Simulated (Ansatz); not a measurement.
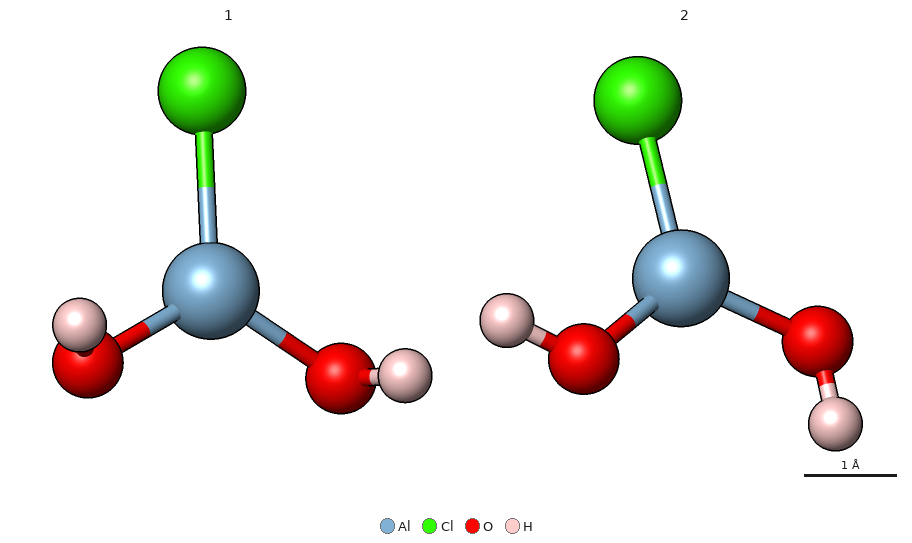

Two geometries of AlH₂O₂Cl, drawn at one scale. One is the start of a relaxation, the other its converged end. Style: ball-and-stick. Shown at a tilt.

Method: Ansatz, RKS PBE/6-31G*. (no spin polarisation; force threshold 0.02 eV/Å; at most 40 steps)

Question: Which of the two is the end point?

Answer: Structure 2 is the relaxed one. The run prepares the start of a later molecular dynamics calculation, from a guessed geometry. The largest move after the best rigid fit is that of an H atom, 0.65 Å. By element the largest moves are H 0.65 Å, O 0.54 Å, Al 0.26 Å, Cl 0.25 Å. Among the contacts that change: Al–Cl 2.230 → 2.109 Å, Al–O 1.780 → 1.714 Å, H–O 1.010 → 0.975 Å. Bond angles that change, for instance: Al–O–H 109.5° → 118.2°, Al–O–H 109.5° → 116.6°, Cl–Al–O 120.0° → 117.9°. Groups turn about Al–O by about 90°, Al–O by about 65°. After 9 geometry steps the energy has fallen by 49.9 kJ/mol. Largest force component: 1.4 eV/Å at the start, 0.0074 eV/Å at the end. Cost: 26 s on 1 thread of Arm Neoverse V1 (shared host), peak memory 0.13 GiB.
